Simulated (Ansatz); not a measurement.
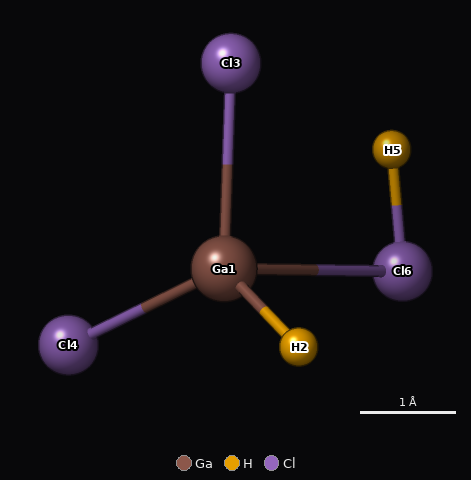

Fig. 1: The structure (ball-and-stick view, seen at a tilt; atoms are numbered from 1 in the order of the input). Sticks mark near contacts.

Single-point calculation of GaH₂Cl₃

GaH₂Cl₃, computed with RKS PBE0-D4/def2-TZVPP (Ansatz 0.2.0).

The geometry is the reactant side of a reaction. The reaction was set up to form Ga1–Cl6 and H2–H5 and to break Ga1–H2 and H5–Cl6 (atoms counted from 1 in the order of the input); sticks are drawn by distance alone. The geometry comes from this level: PBE0-D4/def2-TZVP.

**The input**
```yaml
crystal:
  periodic: [false, false, false]
  atoms:
    - {symbol: Ga, position_ang: [0.016466, 0.703335, -0.500030]}
    - {symbol: H, position_ang: [1.427696, 1.116813, -0.974820]}
    - {symbol: Cl, position_ang: [-1.056078, -0.909483, -1.465006]}
    - {symbol: Cl, position_ang: [-1.229782, 1.978627, 0.680997]}
    - {symbol: H, position_ang: [0.052458, -1.865459, 0.809427]}
    - {symbol: Cl, position_ang: [0.789140, -1.023832, 1.449532]}
basis:
  gaussian: {orbitals: def2-TZVPP}
hamiltonian: {xc: pbe0, dispersion: d4}
output: {orbitals: {seedname: orbitals}}
```

Command:
```bash
ansatz run in.yaml --threads 4 --pin off --events-out ev --progress --plain --max-ram 9574MiB
```

**What the program printed**
```
Functional definition: PBE0
  name "PBE0"
  cite "Adamo & Barone, J. Chem. Phys. 110, 6158 (1999) doi:10.1063/1.478522"
  cite "Perdew, Burke & Ernzerhof, Phys. Rev. Lett. 77, 3865 (1996) doi:10.1103/PhysRevLett.77.3865"
  parent pbe
  parameter a = 0.25
  parameter kappa = 0.804
  parameter beta = 0.06672455060314922
  exchange = (1 - a)*pbe_x(kappa = kappa, mu = beta*pi^2/3) + a*exact_x
  correlation = pbe_c(beta = beta)
1506 factors; their error is unknown
mean field evaluation 1: about -89962.2290 eV, gradient 2.9e1 eV
mean field evaluation 2: about -89961.7396 eV, gradient 3.8e1 eV
mean field evaluation 4: about -89963.5039 eV, gradient 8.2e-1 eV
mean field evaluation 8: about -89963.7902 eV, gradient 1.6e-1 eV
mean field evaluation 16: about -89963.7902 eV, gradient 2.3e-5 eV
mean field -89963.79019623 eV, -3306.1083100642 hartree, gradient 2.3e-5 eV, S^2 0.000000; 0 other end points of the search recorded, 0 dependent functions left out
reference -89963.79022547 eV, -3306.1083111387 hartree; 42, 42 occupied and 160, 160 virtual orbitals, 1506 factors
Total energy: -89963.95948867 eV, -3306.1145314468 hartree
```

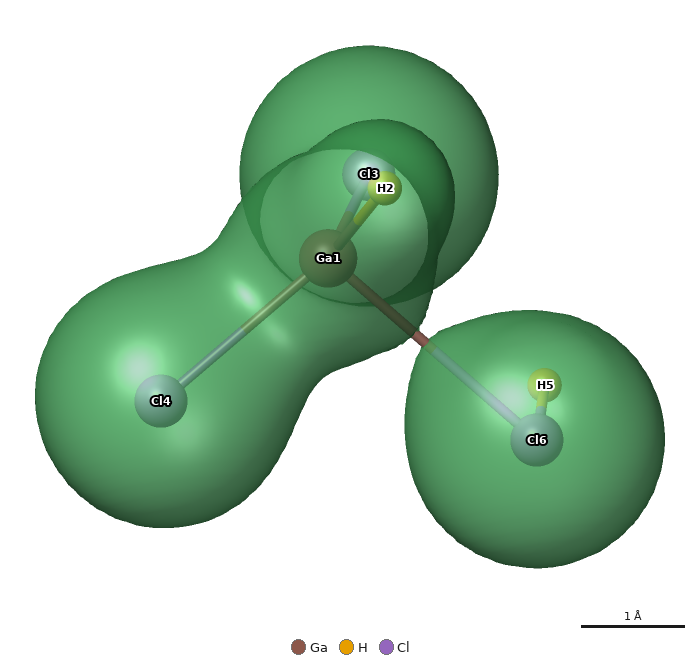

Fig. 2: Isosurface of the total electron density at 0.2 e/Å³ (green), seen at a tilt. At this value the surface falls into two separate pieces. On the grid the lowest density along these lines, outside the cores, is 0.68 e/Å³ (Ga–Cl, 2.14 Å), 1.7 e/Å³ (Cl–H, 1.29 Å) and 0.82 e/Å³ (Ga–H, 1.55 Å).

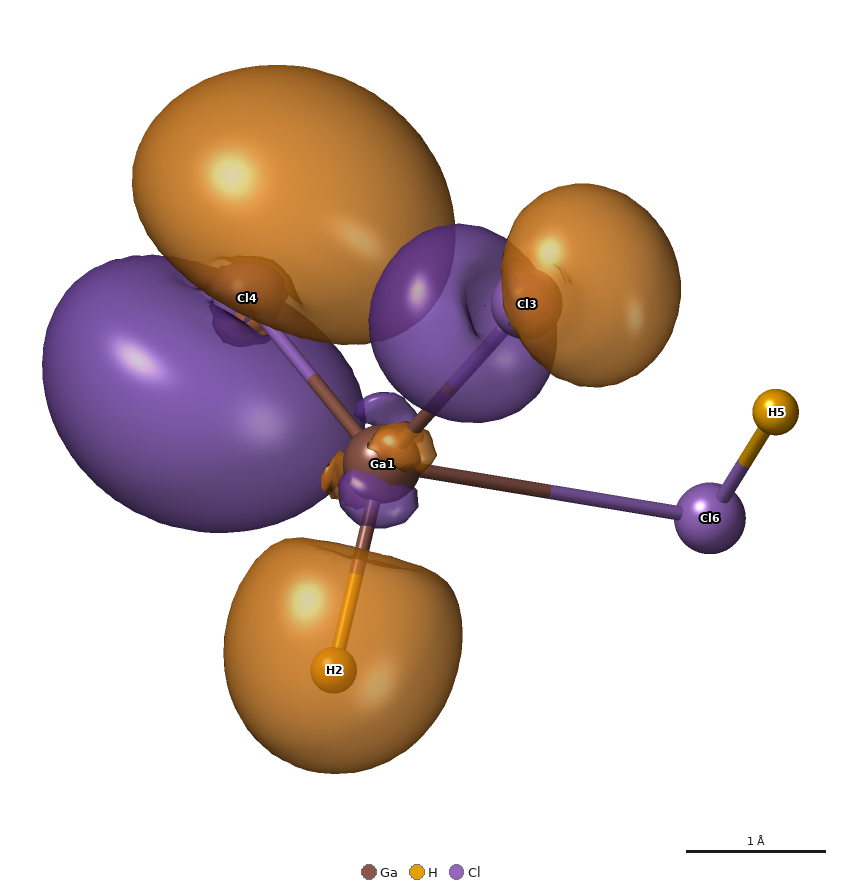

Fig. 3: The HOMO at ±0.1 Å⁻³ᐟ² (orange and purple are the two phases), seen from the side. Its energy is −8.84 eV.

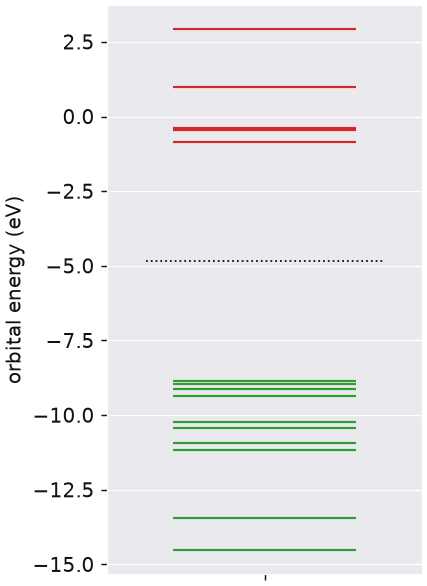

Fig. 4: Orbital energies near the frontier; the dotted line parts filled from empty levels, and levels within 0.02 eV of each other stand side by side. Highest filled −8.84 eV, lowest empty −0.85 eV, 7.99 eV apart.

**Summary**

| quantity | value |
| --- | --- |
| outcome | converged |
| total energy | −89963.9595 eV |
| mean-field energy | −89963.7902 eV |
| dispersion energy | −0.1693 eV |
| SCF solution under orbital rotations | stable |
| HOMO | −8.84 eV |
| LUMO | −0.85 eV |
| hardware | 4 threads of Arm Neoverse V2, 23 GiB of memory available, shared host |
| wall time | 2.3 s (CPU time 8.6 s) |
| peak memory | 0.69 GiB |
